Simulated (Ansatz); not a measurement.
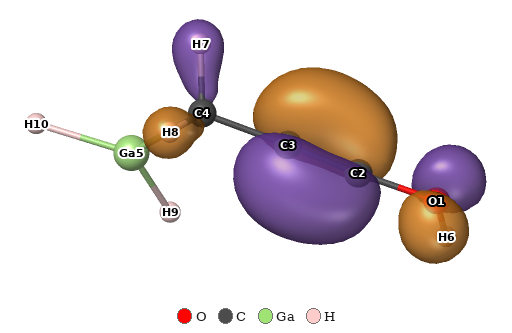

C$_{3}$H$_{5}$GaO (SMILES OC#C[CH2][GaH2]). The HOMO−1 at ±0.15 Å⁻³ᐟ² (orange and purple are the two phases), seen at an oblique angle.

Geometry: PBE0-D4/def2-TZVP.

Theory: Ansatz, RKS PBE0-D4/def2-TZVPP.

```xyz
10

O    -0.7050   -0.8057    2.9809
C    -0.4136   -0.7029    1.7091
C    -0.1496   -0.7095    0.5369
C     0.1703   -0.6429   -0.8689
Ga    0.3946    1.2161   -1.5340
H    -0.7575    0.0714    3.3771
H    -0.6069   -1.1095   -1.4860
H     1.0984   -1.1785   -1.1015
H     0.2097    2.4347   -0.5629
H     0.7596    1.4268   -3.0506
```

Where does this orbital lie, and at what energy?

Answer. Its weight (Hirshfeld) is mainly on C3 (about 40 %), C2 (about 30 %) and O1 (about 20 %); π-bonding across C3–C2. Its energy is −6.68 eV.
